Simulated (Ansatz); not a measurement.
F₃In₂P

Input

```
crystal:
  periodic: [false, false, false]
  atoms:
    - {symbol: In, position_ang: [-0.100034, -0.109840, -1.562765]}
    - {symbol: In, position_ang: [0.145935, 0.651786, 1.420654]}
    - {symbol: P, position_ang: [0.180680, 2.056862, -0.539981]}
    - {symbol: F, position_ang: [-0.110096, -1.184584, 0.311523]}
    - {symbol: F, position_ang: [0.196236, 0.081068, 3.272987]}
    - {symbol: F, position_ang: [-0.312721, -1.495280, -2.902418]}
basis:
  gaussian: {orbitals: def2-TZVP, initial_orbitals: start.molden}
hamiltonian: {xc: pbe0, dispersion: d4}
scf: {omitted_lower_state_checks: [starts]}
output: {orbitals: {seedname: orbitals}}
```

Command:

```sh
ansatz run in.yaml --threads 4 --pin off --events-out ev --progress --plain --max-ram 4787MiB
```

Geometry: r2SCAN-D4/def2-SVP; core potentials replace the inner electrons of In.

The calculation used RKS PBE0-D4/def2-TZVP (Ansatz).

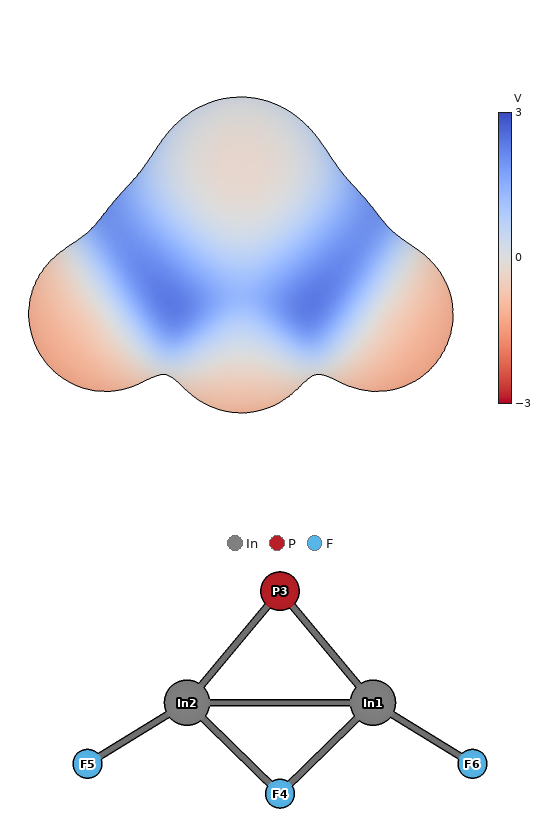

Figure 1. The molecular electrostatic potential painted on the density surface at 0.001 e/bohr³, seen across its widest extent; red is negative and blue positive. The bare structure is drawn below in the same view.

Question: Where is the surface potential most negative and most positive?

Answer: The most negative region (about −1.2 V) lies over F5 and F6, the most positive (about +2.3 V) over In1 and In2.

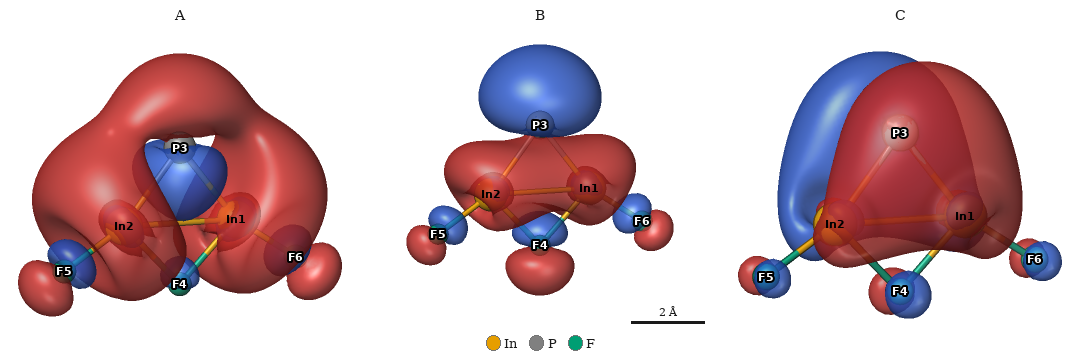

Figure 2. Three frontier orbitals at ±0.05 Å⁻³ᐟ² (blue and red are the two phases), in no order.

Question: Order the three orbitals by energy and name them.

Answer: B is the HOMO−1 (−8.65 eV). Its weight (Hirshfeld) is mainly on P3 (about 55 %), In1 (about 15 %), In2 (about 15 %) and F4 (about 15 %); it is symmetric in the molecular plane (an in-plane orbital: σ, lone-pair or in-plane π type). C is the HOMO (−6.94 eV). Its weight (Hirshfeld) is mainly on P3 (about 70 %), In1 (about 15 %) and In2 (about 15 %); it changes sign across the molecular plane (π type); π-bonding across In1–In2. A is the LUMO (−2.84 eV). It lies mainly on P3 (about 30 %), In1 (about 30 %), In2 (about 30 %), F5 (about 5 %) and F6 (about 5 %); it is symmetric in the molecular plane (an in-plane orbital: σ, lone-pair or in-plane π type).

Question: What is the HOMO–LUMO gap?

Answer: 4.10 eV between the orbital energies.

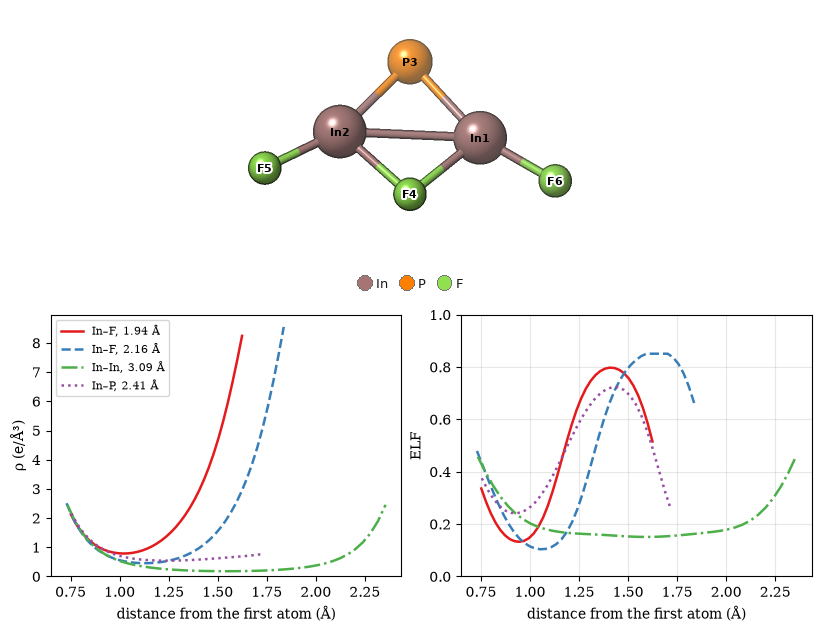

Figure 3. Electron density and ELF along straight lines between neighbouring atoms. The curves leave out the atomic cores. The structure is drawn too.

Question: Compare the contacts.

Answer: In–F (1.94 Å): ρ is about 0.82 e/Å³ halfway; the ELF peaks at about 0.80 in the valence shell of F, 0.5 Å from its nucleus, and drops to about 0.15 between the two atoms.
In–F (2.16 Å): the density is about 0.47 e/Å³ at the midpoint; the ELF peaks at about 0.85 in the valence shell of F, 0.6 Å from its nucleus, and drops to about 0.10 between the two atoms.
In–In (3.09 Å): ρ at the midpoint is about 0.18 e/Å³; the ELF is about 0.15 at the midpoint.
In–P (2.41 Å): the density is about 0.55 e/Å³ at the midpoint; the ELF peaks at about 0.70 in the valence shell of P, 1.0 Å from its nucleus, and drops to about 0.25 between the two atoms.
